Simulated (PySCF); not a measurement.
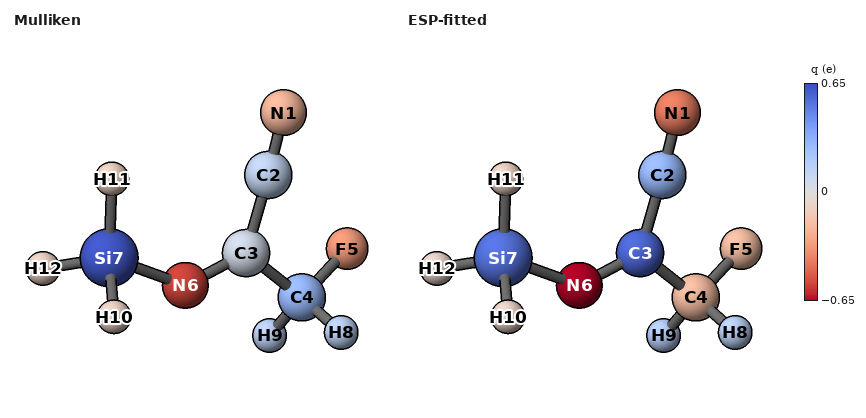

Atomic charges of one calculation by 2 schemes, on one colour scale. The geometry was computed by an optimisation with GFN2-xTB. No frequency run is at hand to confirm it as a minimum. Level of theory: PBE0/pcSseg-1 (PySCF 2.14.0).

Which scheme gives the most polar picture (largest mean size of the charges)?

The ESP-fitted charges are the largest in size here.

On which atom do the schemes disagree most?

On C3 (from 0.05 to 0.56 e).

List the charges (e), one line for each set of equivalent atoms.

```tsv
atom	Mulliken	ESP-fitted
N1	−0.21	−0.40
C2	0.12	0.27
C3	0.05	0.56
C4	0.27	−0.19
F5	−0.32	−0.19
N6	−0.55	−0.65
Si7	0.61	0.52
H8	0.14	0.14
H9	0.14	0.16
H10	−0.08	−0.08
H11	−0.09	−0.09
H12	−0.08	−0.07
```

The geometry is semi-empirical. Around Si such bond lengths and angles can be off by a tenth of an ångström or more and by several degrees, and values that hang on the shape move with them.
